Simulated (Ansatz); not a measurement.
**The cluster Ga₇: structure and electronic state**

What does the cluster Ga₇ look like as a doublet, and where do its frontier electrons sit?

The runs use Ansatz 0.2.0, Gaussian basis; UKS PBE0-D4/def2-SVP.

Levels to be run: relaxation at PBE-D4/def2-SVP; a single point at PBE0-D4/def2-SVP.

14 further runs of the same task are left out: 3 that didn't finish, 11 set aside as unsound or not needed. Runs told in other sessions of the task aren't counted.

**1. The system as given**

7 atoms, charge 0, spin multiplicity 2.

Atoms are counted from 1 here; the program's logs count them from 0.

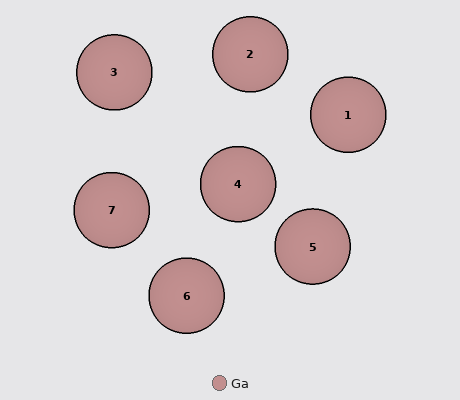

As it starts; gallium pink; atoms are numbered from 1 in the order of the file.

The start is a GFN1-xTB geometry.

**2. Relaxation at PBE-D4/def2-SVP**

Contents of in.yaml:

```yaml
crystal:
  periodic: [false, false, false]
  atoms:
    - {symbol: Ga, position_ang: [1.942730, -1.062990, 1.576640]}
    - {symbol: Ga, position_ang: [-0.443670, -1.954910, 1.018010]}
    - {symbol: Ga, position_ang: [-2.510500, -0.365550, 0.951040]}
    - {symbol: Ga, position_ang: [0.055190, -0.810290, -1.275630]}
    - {symbol: Ga, position_ang: [2.145210, 0.537140, -0.471570]}
    - {symbol: Ga, position_ang: [0.495470, 2.533910, -0.774420]}
    - {symbol: Ga, position_ang: [-1.684420, 1.122690, -1.024060]}
basis:
  gaussian: {orbitals: def2-SVP}
magnetization: {spin_polarized: true, initial_magnetization: 1}
hamiltonian: {xc: pbe, dispersion: d4}
scf: {lower_state_search: "off"}
output: {orbitals: {seedname: orbitals}}
relax: {f_tol: 0.03, max_steps: 70}
```

On the command line:

```console
ansatz run in.yaml --threads 4 --pin off --events-out ev --progress --plain --max-ram 6963MiB
```

What it wrote (excerpt; [...] marks lines left out):

```text
Functional definition: PBE
  name "PBE"
  cite "Perdew, Burke & Ernzerhof, Phys. Rev. Lett. 77, 3865 (1996) doi:10.1103/PhysRevLett.77.3865"
  parent pbe
[...]
2485 factors; their error is unknown
[...]
mean field -366546.85694221 eV, -13470.3485382428 hartree, gradient 4.9e-6 eV, S^2 0.755328; 0 other end points of the search recorded, 0 dependent functions left out
[...]
reference -366546.85697851 eV, -13470.3485395768 hartree; 109, 108 occupied and 115, 116 virtual orbitals, 2485 factors
relax step   1: F+E_penalty+E_count = -366547.41535833 eV  Δ(F+E_penalty+E_count) = +0.000e0 eV  max|allowed force component| = 3.902e-1 eV/Å  Δτ_max = 0.0000 Å  (26 SCF iters, accepted)
[...]
relax step   4: F+E_penalty+E_count = -366547.58344454 eV  Δ(F+E_penalty+E_count) = -5.264e-2 eV  max|allowed force component| = 1.444e-1 eV/Å  Δτ_max = 0.1921 Å  (28 SCF iters, accepted)
[...]
relax step   7: F+E_penalty+E_count = -366548.23198229 eV  Δ(F+E_penalty+E_count) = -4.964e-1 eV  max|allowed force component| = 6.189e-1 eV/Å  Δτ_max = 0.1910 Å  (39 SCF iters, accepted)
[...]
relax step  10: F+E_penalty+E_count = -366548.59431039 eV  Δ(F+E_penalty+E_count) = +4.488e-2 eV  max|allowed force component| = 6.430e-1 eV/Å  Δτ_max = 0.1865 Å  (31 SCF iters, rejected (line search))
[...]
relax step  12: F+E_penalty+E_count = -366548.71068146 eV  Δ(F+E_penalty+E_count) = -7.536e-3 eV  max|allowed force component| = 4.121e-2 eV/Å  Δτ_max = 0.0490 Å  (25 SCF iters, accepted)
[...]
relax step  13: F+E_penalty+E_count = -366548.71150563 eV  Δ(F+E_penalty+E_count) = -8.242e-4 eV  max|allowed force component| = 2.512e-2 eV/Å  Δτ_max = 0.0209 Å  (25 SCF iters, accepted)
Total energy: -366548.71154094 eV, -13470.4166934893 hartree
Atom 0 at     1.281204    -0.179832     1.911245 Å, force     0.015627    -0.003763     0.007860 eV/Å
Atom 1 at    -0.249382    -1.930552     0.586402 Å, force    -0.010466     0.007420     0.003398 eV/Å
Atom 2 at    -1.478328     0.185683     1.170025 Å, force    -0.004282     0.017664    -0.006624 eV/Å
Atom 3 at    -0.030160    -1.052403    -1.796304 Å, force    -0.010866     0.022333    -0.007535 eV/Å
Atom 4 at     1.898547     0.171451    -0.672985 Å, force     0.017376     0.003610    -0.002063 eV/Å
Atom 5 at     0.259784     1.876240     0.189106 Å, force    -0.015064    -0.022146     0.003125 eV/Å
Atom 6 at    -1.681654     0.929413    -1.387479 Å, force     0.007675    -0.025119     0.001838 eV/Å
Dipole moment:     0.001502     0.004575     0.011000 e Å
Checks for a lower state left out: stability, starts, cluster_reference, orbital_swaps, neighbouring_geometries, increment
```

It took 1.8 min on 4 threads of Arm Neoverse V2, shared host.

The steps of the relaxation: (the energy doesn't fall at every step)

```
step  energy from step 1 (eV)  largest force component (eV/Å)
   1                   0.0000                          0.3902
   2                  -0.0800                          0.0923
   3                  -0.1154                          0.1684
   4                  -0.1681                          0.1444
   5                  -0.2295                          0.1741
   6                  -0.3202                          0.7384
   7                  -0.8166                          0.6189
   8                  -1.1265                          0.2167
   9                  -1.2238                          0.3532
  10                  -1.1790                          0.6430
  11                  -1.2878                          0.0951
  12                  -1.2953                          0.0412
  13                  -1.2961                          0.0251
```

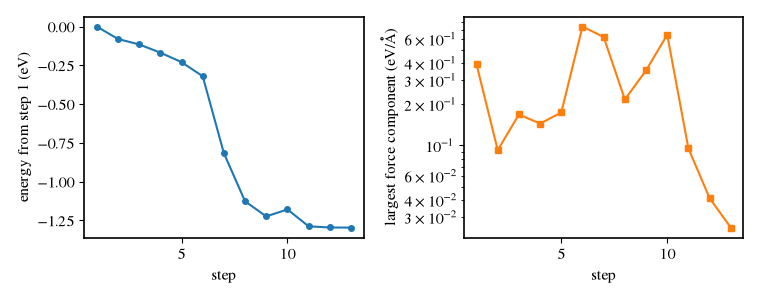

Energy and largest force along the relaxation.

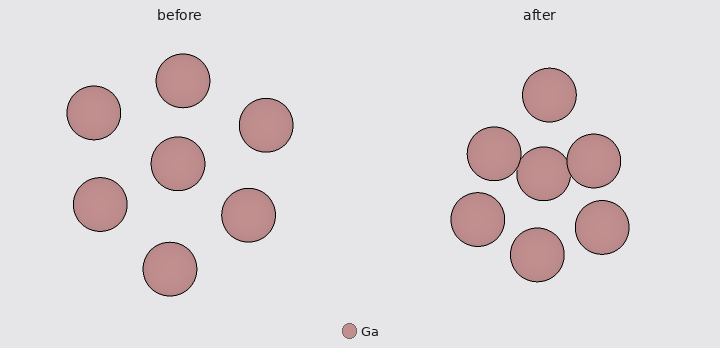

Before and after, at one scale.

Close pairs (by a distance rule), those that changed most:

```
   bond  before (Å)  after (Å)  change (Å)
Ga3–Ga6       4.519      2.616      -1.903
Ga1–Ga3       4.551      2.881      -1.670
Ga1–Ga6       4.534      2.870      -1.664
Ga2–Ga3       2.608      2.516      -0.092
Ga5–Ga6       2.608      2.517      -0.091
Ga1–Ga5       2.607      2.680      +0.073
Ga1–Ga2       2.608      2.676      +0.068
Ga4–Ga5       2.613      2.546      -0.068
```

Bonds by kind at the end (by distance):

```
 bond  count  shortest (Å)  longest (Å)
Ga–Ga     12         2.516        2.881
```

**3. Single point, PBE0-D4/def2-SVP**

start.molden holds the orbitals of an earlier run on this state, given as this run's starting guess.

Contents of in.yaml:

```yaml
crystal:
  periodic: [false, false, false]
  atoms:
    - {symbol: Ga, position_ang: [1.281204, -0.179832, 1.911245]}
    - {symbol: Ga, position_ang: [-0.249382, -1.930552, 0.586402]}
    - {symbol: Ga, position_ang: [-1.478328, 0.185683, 1.170025]}
    - {symbol: Ga, position_ang: [-0.030160, -1.052403, -1.796304]}
    - {symbol: Ga, position_ang: [1.898547, 0.171451, -0.672985]}
    - {symbol: Ga, position_ang: [0.259784, 1.876240, 0.189106]}
    - {symbol: Ga, position_ang: [-1.681654, 0.929413, -1.387479]}
basis:
  gaussian: {orbitals: def2-SVP, initial_orbitals: start.molden}
magnetization: {spin_polarized: true, initial_magnetization: 1}
hamiltonian: {xc: pbe0, dispersion: d4}
scf: {omitted_lower_state_checks: [starts]}
output: {orbitals: {seedname: orbitals}}
```

Same command.

What it wrote (excerpt; [...] marks lines left out):

```text
Functional definition: PBE0
  name "PBE0"
  cite "Adamo & Barone, J. Chem. Phys. 110, 6158 (1999) doi:10.1063/1.478522"
  cite "Perdew, Burke & Ernzerhof, Phys. Rev. Lett. 77, 3865 (1996) doi:10.1103/PhysRevLett.77.3865"
  parent pbe
[...]
2233 factors; integrals over basis functions are off by at most 2.4e-4 eV
[...]
mean field -366554.57334525 eV, -13470.6321108243 hartree, gradient 1.6e-5 eV, S^2 0.778527; 0 other end points of the search recorded, 0 dependent functions left out
reference -366554.57337191 eV, -13470.6321118040 hartree; 109, 108 occupied and 115, 116 virtual orbitals, 2233 factors
Total energy: -366555.11718372 eV, -13470.6520965194 hartree
Checks for a lower state left out: starts
```

It took 41 s on 4 threads of Arm Neoverse V2, shared host; peak memory 1.6 GiB.

HOMO -4.91 eV, LUMO -2.96 eV (over both spins); ⟨S²⟩ 0.779 (pure: 0.75).

Mulliken charges, from this run's orbitals:

```
atom  value (e)
 Ga1       0.03
 Ga2      -0.01
 Ga3      -0.05
 Ga4       0.03
 Ga5      -0.02
 Ga6      -0.04
 Ga7       0.05
```

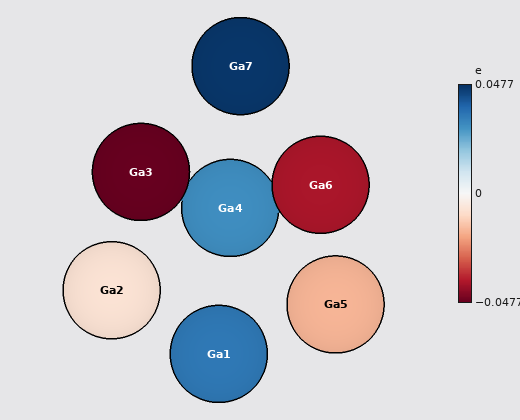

Mulliken charges, from this run's orbitals, as colours on the atoms.

Mulliken spin populations:

```
atom  value (e)
 Ga1       0.46
 Ga2      -0.05
 Ga3       0.14
 Ga4      -0.07
 Ga5      -0.04
 Ga6       0.14
 Ga7       0.41
```

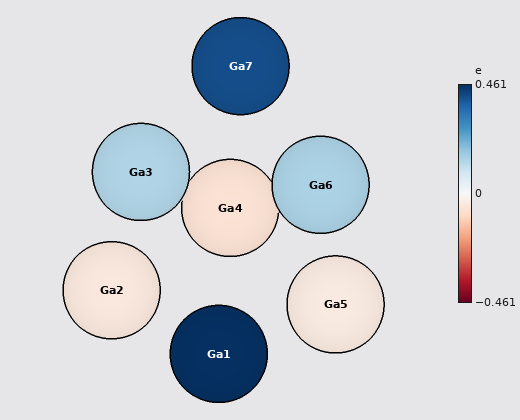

Mulliken spin populations, as colours on the atoms.

Largest Mayer bond orders: Ga4–Ga5 0.62; Ga2–Ga4 0.61; Ga2–Ga3 0.61; Ga5–Ga6 0.61; Ga4–Ga7 0.57; Ga3–Ga7 0.51; Ga6–Ga7 0.51; Ga3–Ga6 0.47; Ga1–Ga2 0.46; Ga1–Ga5 0.46.

The fields below are evaluated on a grid from the run's orbitals.

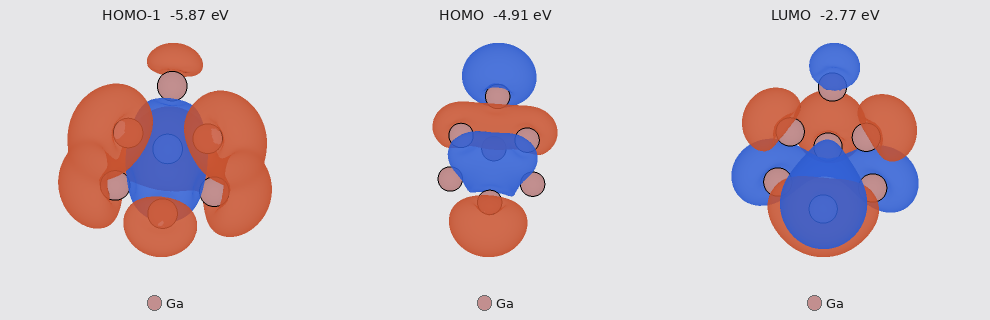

PBE0-D4/def2-SVP orbitals (alpha spin) near the gap, drawn at the value that encloses 70 % of each; the two colours are the two signs.

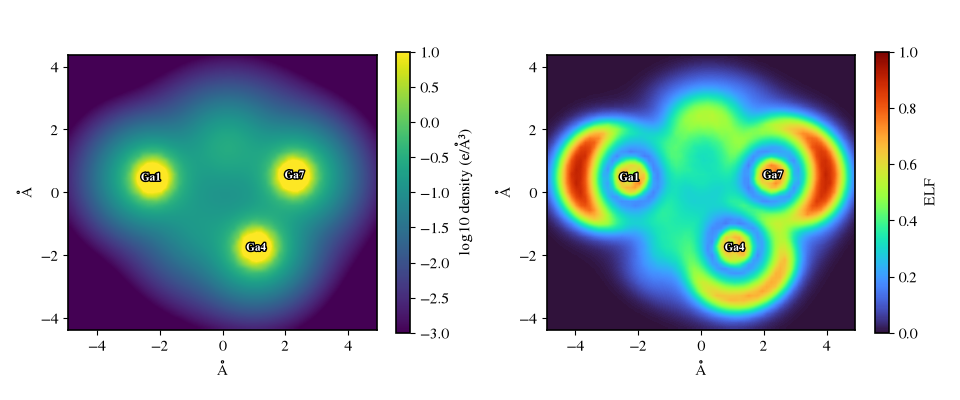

Density (left) and ELF (right) in a plane through or near 3 of the atoms.

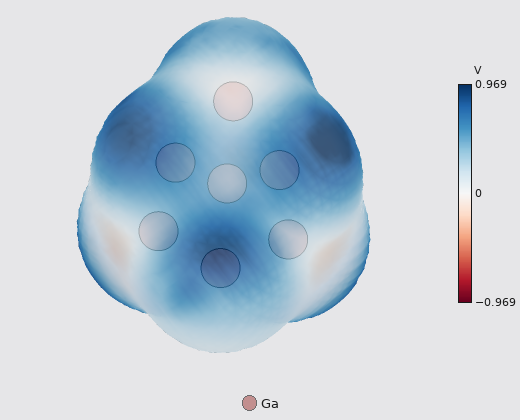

Electrostatic potential on the surface of density 0.002 e/bohr³; red is low, blue high. It runs from -0.08 to 0.97 V.

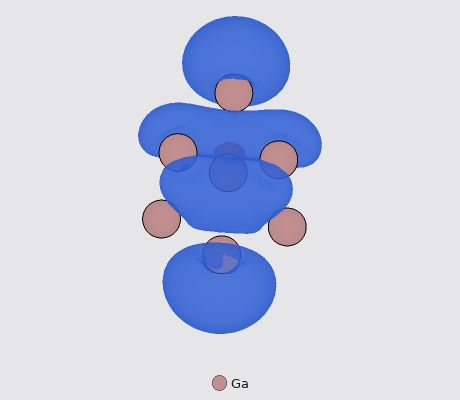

Spin density at ±0.01 e/Å³ (alpha excess blue, beta excess red).

**4. Outcome**

| quantity | value |
| --- | --- |
| point group | Cs |
| commonest bond | Ga–Ga, 12 of mean length 2.651 Å |
| HOMO, LUMO at PBE0-D4/def2-SVP (over both spins) | -4.91, -2.96 eV |
| ⟨S²⟩ | 0.779 |
| dipole at PBE-D4/def2-SVP | 0.06 D |

The relaxation broke 0 and made 3 bonds, so the end is another structure than the start. No usable vibrations, so a minimum isn't proven. The alpha HOMO lies nearest to Ga1, Ga7 about 33 % each; Ga3, Ga6 about 12 % each and the alpha LUMO to Ga1 35 %; Ga2, Ga4, Ga5 about 14 % each (shares on a coarse grid); over both spins the LUMO of beta spin, not drawn, take the frontier's place. Whether this spin is the lowest isn't tested here. The point group is read from a loosely relaxed geometry; soft torsions can leave it below the true symmetry.
